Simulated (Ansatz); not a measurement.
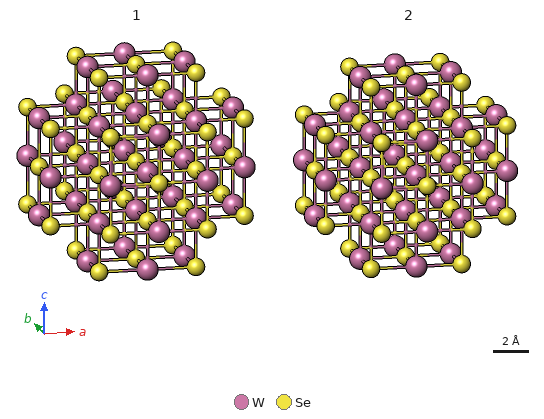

Two geometries of a crystal of WSe (built on the rock salt type), drawn at one scale. One is the start of a relaxation, the other its converged end. The picture is a ball-and-stick view of the conventional cell (4 times the calculation's cell), seen slightly off an axis. Lengths and directions refer to the drawn axes.

All numbers below come from DFT r2SCAN+U, scalar-relativistic, plane waves, PAW (Ansatz). Settings: plane-wave cutoff 500 eV; k-point mesh 12 × 12 × 12; occupations gaussian; smearing width 0.1 eV; U W 6.2 eV; no spin polarisation; cell and atoms relaxed; force threshold 0.01 eV/Å; at most 60 steps.

Which of the two is the end point?

Answer. Structure 2 is the relaxed one. Case: no spin polarisation. No atom moves by more than 0.005 Å relative to the cell. The drawn cell changes as follows: a = b = c 5.706 → 5.334 Å (−6.5 %); the volume changes by −18.3 %. Among the contacts that change: Se–W 2.853 → 2.667 Å. The space group stays Fm-3m (No. 225). After 4 accepted moves (5 points after the start) the energy has fallen by 234 meV per atom. All forces vanish by symmetry, so only the cell relaxes. Pressure: −14.47 GPa at the start and −0.02 GPa at the end. The SCF was repeated once at an unchanged geometry on a basis and grid sized afresh for the cell, which shifted the energy by 0.9 meV per atom at most. The run took 54 s on 1 thread of Oxide Virtual Turin-like Processor (Zen 5) (shared host), peak memory 0.62 GiB.
